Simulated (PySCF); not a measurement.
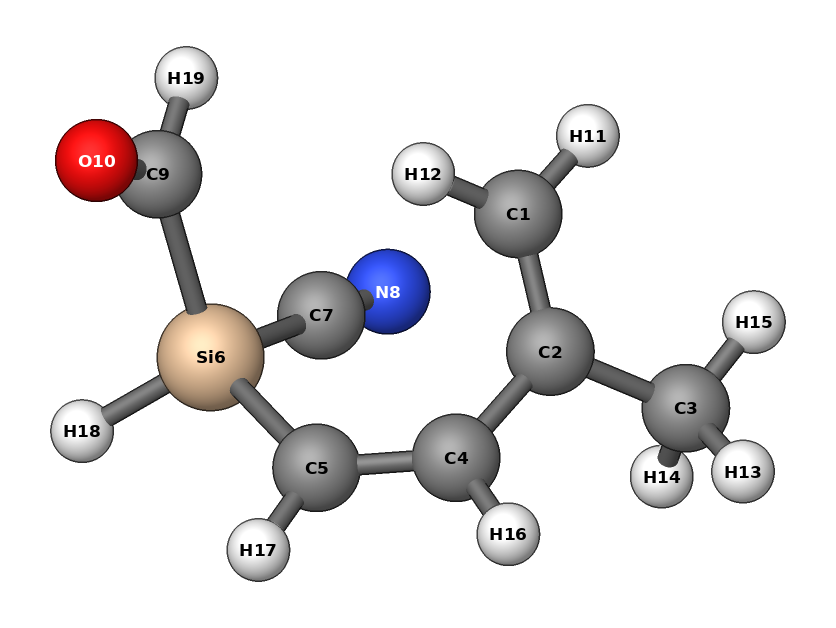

The computed structure is the end point of a GFN2-xTB optimisation. No frequency run is at hand to confirm it as a minimum. Method: GIAO PBE0/pcSseg-1 NMR shielding, non-relativistic, gas phase (PySCF 2.14.0). Principal shieldings σ11 ≤ σ22 ≤ σ33, span Ω = σ33 − σ11, skew κ = 3(σiso − σ22)/Ω.

Give the shielding tensors of the Si atoms.

```json
{"atom": "Si6", "σ11": "406.1", "σ22": "435.4", "σ33": "459.8", "σiso": "433.7", "Ω": "53.7", "κ": "−0.09"}
```

Shieldings and span in ppm.

The geometry is semi-empirical. Around Si such bond lengths and angles can be off by a tenth of an ångström or more and by several degrees, and values that hang on the shape move with them.
